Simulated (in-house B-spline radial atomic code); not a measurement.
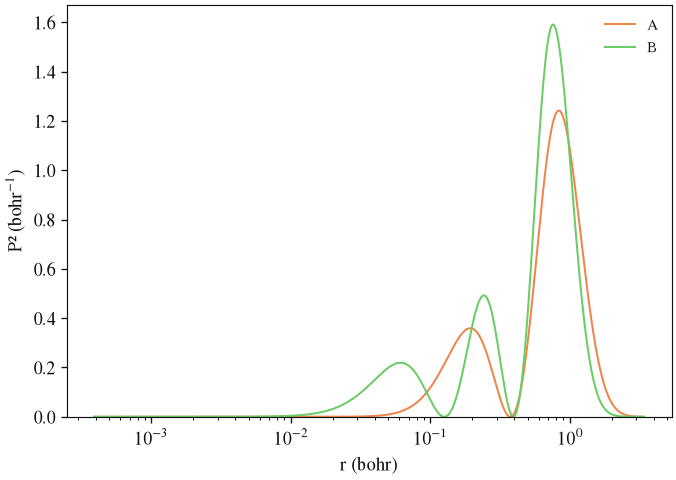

System: the antimony ion Sb⁶⁺, configuration [Kr] 4d9 (high spin). The calculation used an in-house B-spline radial code at this level: scalar-relativistic (spin-free one-electron X2C) RPBE, spin-polarised, spherical fractional occupations, Fermi nucleus, basis-set limit. Radial functions and radii carry no picture-change correction.

```
Z = 51
electrons = 45.0
configuration = [Kr] 4d9
hamiltonian = x2c
method = rpbe,pbe
spin_polarised = True
nucleus = fermi
rms_radius = 4.6802
mass_number = 121
atomic_mass = 120.903811353
speed_of_light = 137.035999084
```

The plot shows the radial probability densities P² of 4p up and 4d up.

Which curve belongs to which orbital?

Answer. A is 4d up; B is 4p up. 4p up: outer maximum at 0.760 bohr, ⟨r⟩ = 0.840 bohr, 2 nodes, eigenvalue −180.5 eV; 4d up: outer maximum at 0.835 bohr, ⟨r⟩ = 0.974 bohr, 1 node, eigenvalue −110.5 eV.
